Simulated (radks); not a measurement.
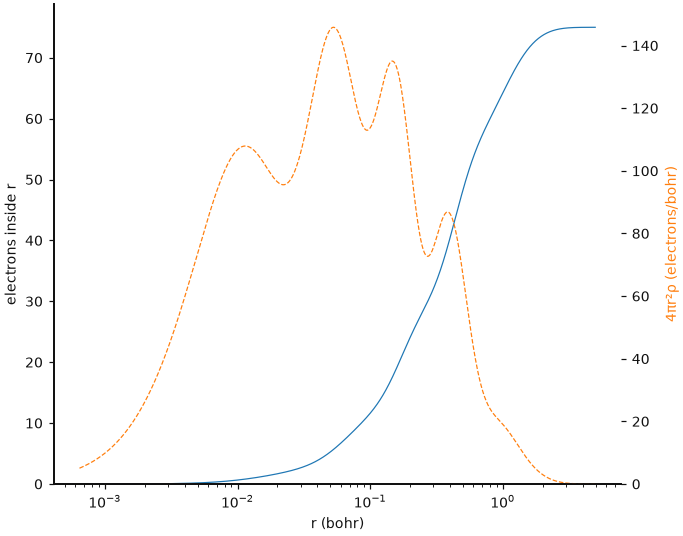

The platinum ion Pt³⁺ in the configuration [Xe] 4f14 5d7. Method: scalar-relativistic Kohn-Sham, PBE, spin-unpolarised, spherical densities, point nucleus; computed with the in-house radial solver radks.

The plot shows the number of electrons inside radius r (solid) and the radial density 4πr²ρ (dashed).

Read the plot.

Answer. The count levels off at 75 electrons. Half of them lie within 0.366 bohr, 90 % within 1.19 bohr and 99 % within 2.25 bohr. The radial density has minima at 0.0221, 0.0948 and 0.270 bohr, where the count stands at 1.9, 11.0 and 29.9; these part the shells that the density resolves.
